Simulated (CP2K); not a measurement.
# GFN1-xTB run of C2H6ClIn (SMILES ClC[CH2][InH2])

What is the vertical electron affinity of C2H6ClIn at GFN1-xTB? 

The results are computed with CP2K 2026.2.

4 further runs of the same task are left out: 1 that didn't finish, 3 set aside as unsound or not needed.

**1. Starting point**

C2H6ClIn has 10 atoms, charge 0, and is taken as a singlet. As SMILES, `ClC[CH2][InH2]`. Geometry: a GFN2-xTB relaxation, a rough one for these elements and not checked as a minimum. This is one conformer, not always the lowest.

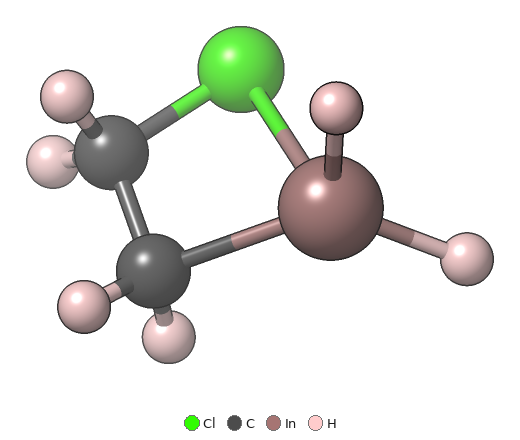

The structure, seen from a chosen angle (chlorine green, carbon dark grey, indium brown, hydrogen pink).

**2. A single-point energy at GFN1-xTB**

The input, molecule.xyz:

```xyz
10

Cl    -1.360860     0.381590    -1.213940
C     -0.791460    -0.966630    -0.179470
C      0.652630    -0.701000     0.200110
In     0.566510     1.539090     0.214860
H     -1.440970    -0.964800     0.696190
H     -0.947900    -1.885170    -0.748820
H      0.902180    -1.258790     1.105130
H      1.320400    -1.037800    -0.598690
H     -0.347080     2.373420     1.410070
H      1.446560     2.520090    -0.885420
```

The input, molecule.inp:

```
&GLOBAL
   PROJECT_NAME molecule
   RUN_TYPE ENERGY
   PRINT_LEVEL MEDIUM
&END GLOBAL

&FORCE_EVAL
   METHOD QS
   &DFT
      CHARGE 0
      MULTIPLICITY 1
      &QS
         METHOD XTB
         EPS_DEFAULT 1.0E-10
         &XTB
            GFN_TYPE TBLITE
            &TBLITE
               METHOD GFN1
            &END TBLITE
            CHECK_ATOMIC_CHARGES F
         &END XTB
      &END QS
      &POISSON
         PERIODIC NONE
         POISSON_SOLVER ANALYTIC
      &END POISSON
      &SCF
         SCF_GUESS ATOMIC
         EPS_SCF 1.0E-07
         MAX_SCF 150
         ADDED_MOS 2
         &DIAGONALIZATION
            ALGORITHM STANDARD
         &END DIAGONALIZATION
         &MIXING
            METHOD DIRECT_P_MIXING
            ALPHA 0.4
         &END MIXING
      &END SCF
      &PRINT
         &MOMENTS
            PERIODIC F
            REFERENCE COM
            MAX_MOMENT 1
         &END MOMENTS
         &MO ON
            ENERGIES T
            OCCUPATION_NUMBERS T
            NDIGITS 6
            &EACH
               QS_SCF 0
            &END EACH
            ADD_LAST NUMERIC
         &END MO
         &HIRSHFELD OFF
         &END HIRSHFELD
      &END PRINT
   &END DFT
   &SUBSYS
      &CELL
         ABC [angstrom] 10.9 12.4 10.6
         PERIODIC NONE
      &END CELL
      &TOPOLOGY
         COORD_FILE_NAME molecule.xyz
         COORD_FILE_FORMAT XYZ
         &CENTER_COORDINATES
         &END CENTER_COORDINATES
      &END TOPOLOGY
   &END SUBSYS
&END FORCE_EVAL
```

Run with:

```console
OMP_NUM_THREADS=1 cp2k.psmp -i molecule.inp -o molecule.out
```

The log of the run:

```text
CP2K| version string:                                       CP2K version 2026.2
[...]
 GLOBAL| Method name                                                        CP2K
[...]
 GLOBAL| Run type                                                         ENERGY
[...]
                             - Atoms:                                         10
[...]
                             - Spherical basis functions:                     38
[...]
 Number of electrons:                                                         24
[...]
  *** SCF run converged in    11 steps ***
[...]
  Fermi energy:                                                -0.24499098653414
[...]
 TB_DIPOLE| Moment [Debye]         -0.39707194      -0.56666703       0.07258741
 TB_DIPOLE| Derivative [a.u.]       0.00000000       0.00000000       0.00000000
[...]
 ENERGY| Total FORCE_EVAL ( QS ) energy [hartree]            -13.218313817582397
[...]
```

Wall time 0.28 s (1 thread of Arm Neoverse V1, shared host).

**3. The doublet anion at the same level**

molecule.xyz is that of step 2.

The input, gas.inp:

```
&GLOBAL
   PROJECT gas
   RUN_TYPE ENERGY
   PRINT_LEVEL MEDIUM
&END GLOBAL

&FORCE_EVAL
   METHOD Quickstep
   &DFT
      CHARGE -1
      MULTIPLICITY 2
      UKS T
      &QS
         METHOD XTB
         EPS_DEFAULT 1.0E-10
         &XTB
            GFN_TYPE TBLITE
            &TBLITE
               METHOD GFN1
            &END TBLITE
            CHECK_ATOMIC_CHARGES F
         &END XTB
      &END QS
      &POISSON
         PERIODIC NONE
         POISSON_SOLVER ANALYTIC
      &END POISSON
      &SCF
         SCF_GUESS ATOMIC
         EPS_SCF 1.0E-07
         MAX_SCF 150
         ADDED_MOS 4
         &DIAGONALIZATION
            ALGORITHM STANDARD
         &END DIAGONALIZATION
         &MIXING
            METHOD DIRECT_P_MIXING
            ALPHA 0.4
         &END MIXING
         &SMEAR ON
            METHOD FERMI_DIRAC
            ELECTRONIC_TEMPERATURE [K] 300
         &END SMEAR
      &END SCF
      &PRINT
         &MOMENTS
            PERIODIC F
            REFERENCE COM
            MAX_MOMENT 1
         &END MOMENTS
         &MO ON
            ENERGIES T
            OCCUPATION_NUMBERS T
            NDIGITS 6
            &EACH
               QS_SCF 0
            &END EACH
            ADD_LAST NUMERIC
         &END MO
         &HIRSHFELD OFF
         &END HIRSHFELD
      &END PRINT
   &END DFT
   &SUBSYS
      &CELL
         ABC [angstrom] 10.9 12.4 10.6
         PERIODIC NONE
      &END CELL
      &TOPOLOGY
         COORD_FILE_NAME molecule.xyz
         COORD_FILE_FORMAT XYZ
         &CENTER_COORDINATES
         &END CENTER_COORDINATES
      &END TOPOLOGY
   &END SUBSYS
&END FORCE_EVAL
```

Run with:

```console
OMP_NUM_THREADS=1 cp2k.psmp -i gas.inp -o gas.out
```

The log of the run:

```text
CP2K| version string:                                       CP2K version 2026.2
[...]
 GLOBAL| Method name                                                        CP2K
[...]
 GLOBAL| Run type                                                         ENERGY
[...]
                             - Atoms:                                         10
[...]
                             - Spherical basis functions:                     38
[...]
 Number of electrons:                                                         13
[...]
  *** SCF run converged in    25 steps ***
[...]
  Fermi energy:                                                -0.02735395780194
[...]
 TB_DIPOLE| Moment [Debye]          0.44841993       0.40457322       0.14324137
 TB_DIPOLE| Derivative [a.u.]       0.00000000       0.00000000       0.00000000
[...]
 ENERGY| Total FORCE_EVAL ( QS ) energy [hartree]            -13.323704393209105
[...]
```

Wall time 0.34 s (1 thread of Arm Neoverse V1, shared host).

**4. Summary of results**

Level: GFN1-xTB.

| quantity | value |
| --- | --- |
| singlet C2H6ClIn: total energy | -13.21831 Eh |
| singlet C2H6ClIn: dipole moment (from atomic charges alone) | 0.70 D |
| singlet C2H6ClIn: HOMO energy | -10.63 eV |
| singlet C2H6ClIn: LUMO energy | -5.77 eV |
| singlet C2H6ClIn: HOMO–LUMO gap | 4.86 eV |
| doublet anion: total energy | -13.32370 Eh |
| doublet anion: HOMO energy (highest over α and β) | -0.82 eV |
| doublet anion: LUMO energy (lowest over α and β) | -0.67 eV |
| vertical electron affinity (to the doublet anion) | 2.868 eV |

At fixed nuclei the extra electron is bound by 2.87 eV (277 kJ/mol). A minimal valence basis can't be trusted even for the sign of an electron affinity. xTB total energies overstate such differences by several eV unless an empirical shift is taken off; none is applied here. The dipole (singlet C2H6ClIn) comes from point charges on the atoms alone, without atomic dipoles, so it is partial.
